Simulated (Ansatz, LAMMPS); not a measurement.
# Glassy 79SiO2-9CaO-9Li2O-2NiO (mol %) (124 atoms): a short ab initio trajectory, part 2 of 2

Aim: follow glassy 79SiO2-9CaO-9Li2O-2NiO (mol %) (124 atoms) for a short time with forces from DFT, then look at structure and electrons in the last frame.

Ansatz 0.2.0; Kohn-Sham DFT, PBE, PAW (set soft_2), plane waves.

The cell: 34 Si, 4 Ca, 8 Li, 1 Ni and 77 O. The quench rate of 10 K/ps is orders of magnitude faster than experiment. The network of bonds at the start is that of the classical potential that made the cell. Without a Hubbard term or exact exchange, open shells on Ni are likely too delocalised. Sampling is at Γ alone, for a cell whose shortest periodic width is 12 Å.

So far, density (g/cm³): step 3 (local order late in the run) 2.53.

## (4) Single point at the last frame

The last frame is solved again with fuller output, to read the electronic structure of a thermally displaced geometry.

input.yaml

```yaml
crystal:
  lattice:
    - [11.72958, 0.0, 0.0]
    - [0.0, 11.72958, 0.0]
    - [0.0, 0.0, 11.72958]
  atoms:
    - { symbol: Si, position: [0.49681, 0.15191, 0.05321] }
    - { symbol: Si, position: [0.41212, 0.3904, 0.97195] }
    - { symbol: Si, position: [0.07793, 0.14111, 0.80441] }
    - { symbol: Si, position: [0.55096, 0.16842, 0.30877] }
    [... 114 atom lines left out ...]
    - { symbol: O, position: [0.05225, 0.11139, 0.12826] }
    - { symbol: O, position: [0.11608, 0.41434, 0.35544] }
    - { symbol: O, position: [0.78093, 0.07127, 0.96317] }
    - { symbol: O, position: [0.30894, 0.78713, 0.02417] }
    - { symbol: O, position: [0.88676, 0.68981, 0.19294] }
    - { symbol: O, position: [0.85139, 0.04515, 0.39146] }
magnetization:
  spin_polarized: true
kpoints:
  mp_grid: { grid: [1, 1, 1] }
hamiltonian:
  xc: pbe
scf:
  occupations: { method: fermi_dirac, width: 0.025 }
output:
  forces: true
  stress: true
  populations: true
  dos:
    method: { smearing: { sigma: 0.1 } }
    de: 0.1
    projected: { site_lists: { Ca: [Ca], Li: [Li], Ni: [Ni], O: [O], Si: [Si] } }
  eigenvalues: true
  write_density: true
  write_potential: true
  volumetric_format: npy
```

Started as:

```console
$ ansatz run input.yaml --threads 8 --pin off --max-ram 15872MiB --backend cpu --events-out ev --progress --plain --runs-dir out
```

Elapsed: 42 s, on 8 threads of Arm Neoverse V2, shared host; peak memory 4.1 GiB; 5.4 min of CPU time.

The program notes that the stability of the SCF solution was not settled.

The run gave:

- free energy: -80185.6564 eV
- free energy per atom: -646.6585 eV/atom
- SCF cycles: 16
- pressure: 2.407 GPa
- r.m.s. force component: 1.105 eV/Å
- longest force: 6.822 eV/Å
- Fermi energy: 5.345 eV
- gap (highest filled to lowest empty level): 0.9227 eV
- total moment: -2 μB
- absolute moment: 2.114 μB
- spilling of the projection: 0.01307

Neighbours are counted within 2.16 Å (O-Si), 2.43 Å (O-Li), 2.88 Å (O-Ca), 2.23 Å (O-Ni), the cutoffs taken from the dynamics.

Length of the force by element and coordination:

| element | coordination | atoms | mean length of the force (eV/Å) | spread | least | most |
| --- | --- | --- | --- | --- | --- | --- |
| Ca | all | 4 | 0.860 | 0.174 | 0.667 | 1.08 |
| Ca | 3 | 1 | 0.971 | 0 | 0.971 | 0.971 |
| Ca | 4 | 1 | 0.715 | 0 | 0.715 | 0.715 |
| Ca | 5 | 1 | 1.08 | 0 | 1.08 | 1.08 |
| Ca | 6 | 1 | 0.667 | 0 | 0.667 | 0.667 |
| Li | all | 8 | 0.617 | 0.264 | 0.213 | 1.10 |
| Li | 3 | 3 | 0.675 | 0.201 | 0.462 | 0.944 |
| Li | 4 | 4 | 0.574 | 0.324 | 0.213 | 1.10 |
| Li | 5 | 1 | 0.614 | 0 | 0.614 | 0.614 |
| Ni | all | 1 | 0.645 | 0 | 0.645 | 0.645 |
| O | all | 77 | 1.42 | 0.787 | 0.251 | 4.61 |
| O | 2 | 45 | 1.44 | 0.883 | 0.279 | 4.61 |
| O | 3 | 29 | 1.35 | 0.593 | 0.251 | 3.28 |
| O | 4 | 3 | 1.91 | 0.732 | 1.11 | 2.88 |
| Si | all | 34 | 2.45 | 1.09 | 0.309 | 6.82 |
| Si | 4 | 33 | 2.47 | 1.09 | 0.309 | 6.82 |
| Si | 5 | 1 | 1.59 | 0 | 1.59 | 1.59 |

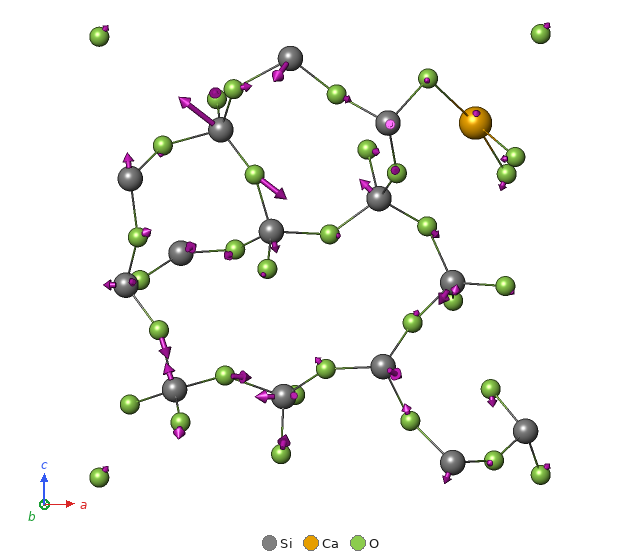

Forces as arrows; the longest in the cell is 6.82 eV/Å. Drawn is a slice 4 Å thick, seen along the normal of the ac plane. Bonds to atoms that aren't drawn are left out.

Löwdin charges by element and coordination (they lack the spilled electrons, 0.072 e an atom on average):

| element | coordination | atoms | mean charge (e) | spread | least | most |
| --- | --- | --- | --- | --- | --- | --- |
| Ca | all | 4 | 1.79 | 0.0132 | 1.78 | 1.81 |
| Ca | 3 | 1 | 1.81 | 0 | 1.81 | 1.81 |
| Ca | 4 | 1 | 1.80 | 0 | 1.80 | 1.80 |
| Ca | 5 | 1 | 1.78 | 0 | 1.78 | 1.78 |
| Ca | 6 | 1 | 1.78 | 0 | 1.78 | 1.78 |
| Li | all | 8 | 0.797 | 0.0115 | 0.782 | 0.816 |
| Li | 3 | 3 | 0.799 | 0.0138 | 0.782 | 0.816 |
| Li | 4 | 4 | 0.798 | 0.0098 | 0.787 | 0.812 |
| Li | 5 | 1 | 0.788 | 0 | 0.788 | 0.788 |
| Ni | all | 1 | 1.19 | 0 | 1.19 | 1.19 |
| O | all | 77 | -0.839 | 0.0807 | -1.06 | -0.765 |
| O | 2 | 45 | -0.806 | 0.0537 | -0.995 | -0.765 |
| O | 3 | 29 | -0.875 | 0.0883 | -1.06 | -0.782 |
| O | 4 | 3 | -0.977 | 0.0294 | -1.01 | -0.940 |
| Si | all | 34 | 1.73 | 0.0579 | 1.56 | 1.81 |
| Si | 4 | 33 | 1.73 | 0.0579 | 1.56 | 1.81 |
| Si | 5 | 1 | 1.67 | 0 | 1.67 | 1.67 |

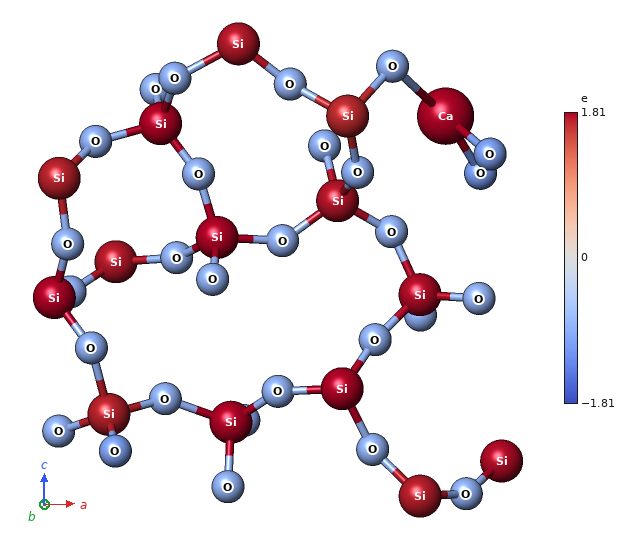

Atoms coloured by Löwdin charge. Drawn is a slice 4 Å thick, seen along the normal of the ac plane.

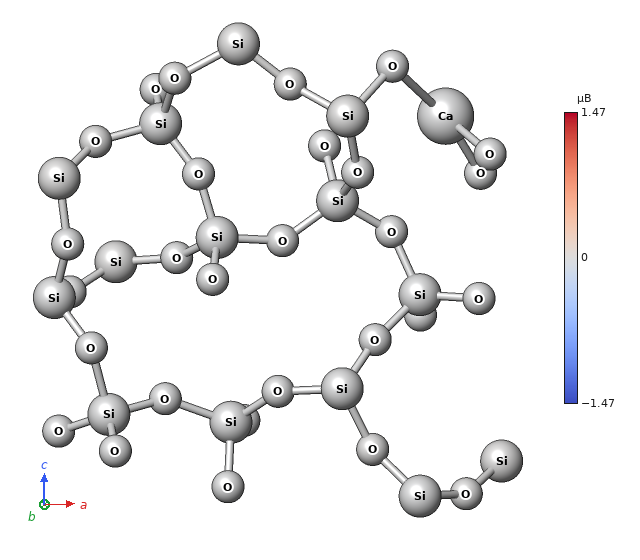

Atoms coloured by their magnetic moment. Drawn is a slice 4 Å thick, seen along the normal of the ac plane.

Magnetic moments by element and coordination:

| element | coordination | atoms | mean moment (μB) | spread | least | most |
| --- | --- | --- | --- | --- | --- | --- |
| Ca | all | 4 | 1.0e-4 | 3.0e-4 | -1.0e-4 | 6.0e-4 |
| Ca | 3 | 1 | 0 | 0 | 0 | 0 |
| Ca | 4 | 1 | -1.0e-4 | 0 | -1.0e-4 | -1.0e-4 |
| Ca | 5 | 1 | 0 | 0 | 0 | 0 |
| Ca | 6 | 1 | 6.0e-4 | 0 | 6.0e-4 | 6.0e-4 |
| Li | all | 8 | -1.0e-4 | 3.0e-4 | -0.001 | 1.0e-4 |
| Li | 3 | 3 | 0 | 0 | -1.0e-4 | 0 |
| Li | 4 | 4 | -3.0e-4 | 5.0e-4 | -0.001 | 0 |
| Li | 5 | 1 | 1.0e-4 | 0 | 1.0e-4 | 1.0e-4 |
| Ni | all | 1 | -1.47 | 0 | -1.47 | -1.47 |
| O | all | 77 | -0.0035 | 0.0127 | -0.0684 | 1.0e-4 |
| O | 2 | 45 | -9.0e-4 | 0.0039 | -0.0251 | 1.0e-4 |
| O | 3 | 29 | -0.0033 | 0.0117 | -0.0584 | 0 |
| O | 4 | 3 | -0.0447 | 0.0282 | -0.0684 | -0.005 |
| Si | all | 34 | -2.0e-4 | 5.0e-4 | -0.0026 | 0 |
| Si | 4 | 33 | -2.0e-4 | 5.0e-4 | -0.0026 | 0 |
| Si | 5 | 1 | 0 | 0 | 0 | 0 |

States in the cell by windows of 1 eV, zero at the Fermi level; the larger projections on atomic orbitals stand beside the total:

| from (eV) | to (eV) | total up | total down | O p | Si p |
| --- | --- | --- | --- | --- | --- |
| -14 | -13 | 0.0 | 0.0 | 0.0 | 0.0 |
| -13 | -12 | 1.9 | 1.9 | 2.5 | 0.2 |
| -12 | -11 | 7.2 | 7.2 | 9.6 | 0.7 |
| -11 | -10 | 8.8 | 8.8 | 12.1 | 1.6 |
| -10 | -9 | 10.8 | 10.8 | 15.7 | 3.0 |
| -9 | -8 | 18.8 | 18.8 | 28.6 | 7.1 |
| -8 | -7 | 12.2 | 12.4 | 19.1 | 4.3 |
| -7 | -6 | 24.3 | 24.5 | 39.9 | 4.7 |
| -6 | -5 | 39.2 | 39.2 | 68.6 | 4.5 |
| -5 | -4 | 40.9 | 41.7 | 75.2 | 2.9 |
| -4 | -3 | 38.2 | 37.7 | 70.9 | 1.5 |
| -3 | -2 | 21.1 | 20.7 | 39.0 | 1.0 |
| -2 | -1 | 8.4 | 11.2 | 15.5 | 0.3 |
| -1 | 0 | 2.2 | 1.0 | 1.0 | 0.0 |
| 0 | 1 | 1.0 | 0.0 | 0.1 | 0.0 |
| 1 | 2 | 1.0 | 0.0 | 0.2 | 0.0 |
| 2 | 3 | 1.0 | 1.0 | 0.1 | 0.1 |
| 3 | 4 | 5.9 | 6.0 | 1.3 | 2.5 |
| 4 | 5 | 14.7 | 14.7 | 2.4 | 6.7 |

Between -26 and -14 eV lie 178 more states.

About 32 of the 680 electrons lie in deeper levels, below the stored range.

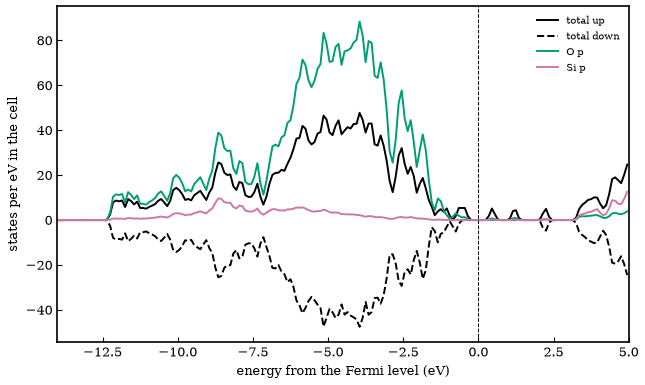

Total and projected density of states, with the broadening of the input. Down spins are drawn downwards.

The levels nearest the highest filled one (over half full), pooled over k-points and spins:

| level less the highest filled one (eV) | occupation |
| --- | --- |
| -0.826 | 1 |
| -0.670 | 1 |
| -0.599 | 1 |
| -0.303 | 1 |
| -0.176 | 1 |
| 0 | 1 |
| 0.923 | 0 |
| 1.67 | 0 |
| 2.68 | 0 |
| 2.69 | 0 |
| 3.84 | 0 |
| 3.85 | 0 |

Mean Löwdin charges: Ca +1.79, Li +0.80, Ni +1.19, O -0.84, Si +1.73 e (they miss 1.3 % of the electrons, so they add up to more than the cell's charge). The cell holds a total moment of -2.00 μB.

## (5) Outcome

- mean temperature, second half: 496.1 K
- temperature swing, second half: 29.1 K
- slope of the conserved energy against time, by least squares: -0.2594 meV/atom/ps
- free energy per atom: -646.6585 eV/atom
- pressure: 2.407 GPa
- r.m.s. force component: 1.105 eV/Å
- gap (highest filled to lowest empty level): 0.9227 eV
- wall time of the 2 DFT runs: 15 min

**Reading.** Over the second half of 67 fs the temperature averages 496 K with swings of 29 K r.m.s. The conserved energy stays within 0.23 meV/atom. The mean temperature of 496 K lies well off the 300 K of the input, so the thermostat hasn't yet brought the run to equilibrium. The count of bonds goes from 187 in the first frame to 189 in the last, by one set of cutoffs: 2 pairs passed out of them and 4 came within. The run spans 0.07 ps, too short for its means to be equilibrium values. Counting bonds as in the table, 50 % of Li atoms have 4, all Ni atoms have 4 and 58 % of O atoms have 2 bonded neighbours. Counting bonds to Si alone, not to Ni, 78 % of the oxygens join two of these atoms and 22 % one.

Between filled and empty levels lie 0.923 eV (at Γ alone); a semilocal functional tends to put such gaps too low. In a disordered cell it changes from sample to sample, and tail or defect levels can set it. The cell holds a total moment of -2.00 μB.

Caveats: The starting topology of bonds comes from the classical model; in DFT 2 of its 187 bonded pairs passed out of the cutoffs and 4 came within them. The run was spin polarised, started with a moment on one atom, ending at -2.0 μB in the cell; that starting order needn't be the real material's, and it bears on forces, charges and levels. With open d shells in the cell, the gap can be one between d levels of these ions, not the gap of the host. The pressure of 2.4 GPa is that of one thermal frame at a volume set beforehand, without the kinetic term.

[Logs are printed without paths, hosts, clocks, repeated set-up lines and the standing remarks that a program may print on its own settings, such as how far it seeks lower states.]

[Hosts, paths, dates, database ids (printed as entryN), source tags and the programs' standing remarks are cut or masked in the printed files.]
